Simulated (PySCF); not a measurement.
## Electronic structure of TiCl (quartet) in real space

```xyz
2

Ti    0.0000    0.0000   -0.9544
Cl    0.0000    0.0000    1.3086
```

Computed with PBE0/def2-TZVPPD, non-relativistic Hamiltonian with scalar-relativistic core potentials where named, at a bond length of 2.263 Å (PySCF 2.14.0).

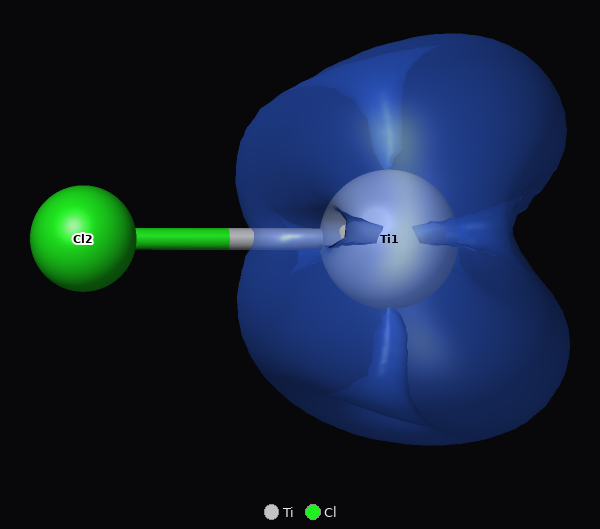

Figure 1. Isosurfaces of the spin density (α minus β) at +0.04 (blue) and −0.04 e/Å³ (red), seen from one side.

> Where is the unpaired spin?

The unpaired spin (3 electrons) lies mostly on Ti1 (about 3.0), in electrons by Hirshfeld's partition.

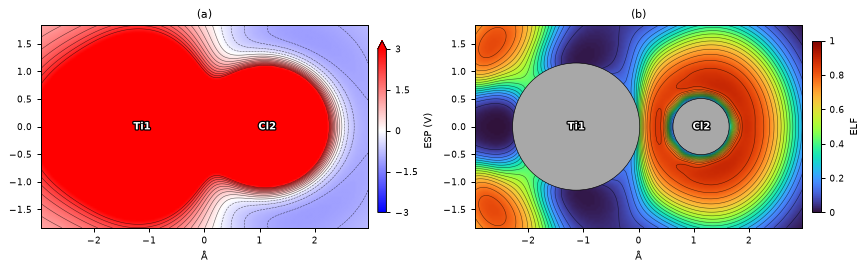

Figure 2. (a) electrostatic potential; (b) ELF on a plane that holds the molecular axis. Grey discs cover the atomic cores in the ELF map.

> Interpret the plot.

- The section cuts through Ti and Cl sites.
- Ti–Cl (2.26 Å): the ELF peaks at about 0.85 in the valence shell of Cl, 0.8 Å from its nucleus, and is about 0.40 at the midpoint.
- Outside the dense part of the molecule the potential is most negative (−1.1 V) near Cl2.

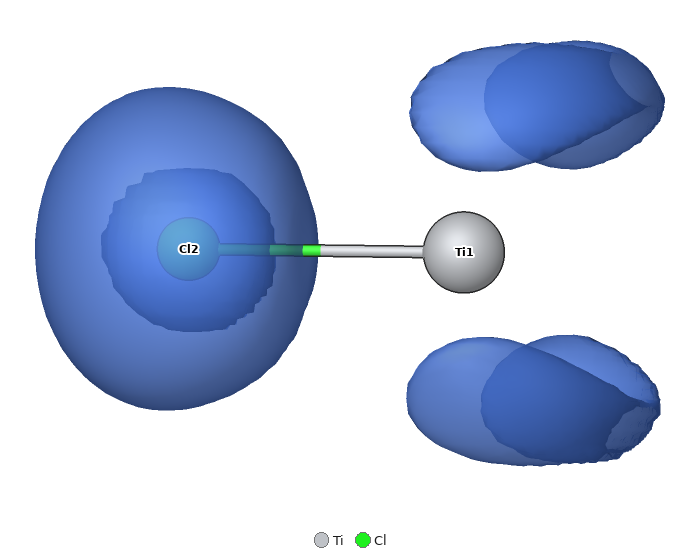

Figure 3. Isosurface of the electron localisation function at 0.75 (blue), seen from one side. Core shells and regions of very low density are left out.

> Where are the electrons localised?

The ELF exceeds this value in one region wrapped around Cl (its valence shell) and two regions wrapped around Ti (the valence shell of each).
